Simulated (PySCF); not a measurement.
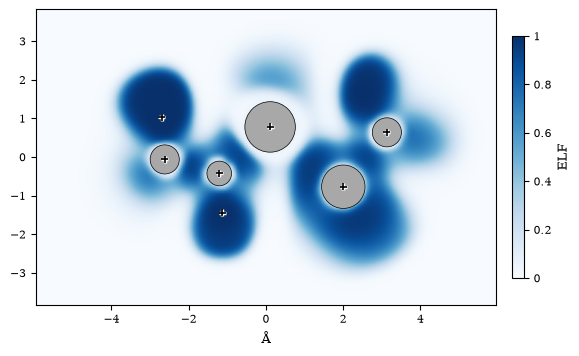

The ELF on a plane through atoms (crosses mark nuclei in the plane; grey discs cover the cores).

The calculation used PBE0/pcSseg-1, SCF density, gas phase, non-relativistic in PySCF.

Candidates:
A. C$_{2}$H$_{8}$N$_{2}$O$_{2}$Si$_{2}$ (SMILES COC(=O)[SiH]1N[SiH2]N1)
B. C$_{4}$H$_{10}$OSi (SMILES CO[SiH2]C1CC1)
C. C$_{3}$H$_{12}$AlNS (SMILES C[NH][AlH2-][S+](C)C)

Question: Which candidate gave the map?

Answer: Candidate C: C$_{3}$H$_{12}$AlNS on the plane of atoms C1, N2 and H10, which holds C, N, Al, S and H. C–N (1.46 Å): the ELF peaks at about 0.90 between the atoms, as expected for localised, covalent bonding. Al–N (1.79 Å): the ELF peaks at about 0.90 in the valence shell of N, 0.7 Å from its nucleus, and is about 0.65 at the midpoint.
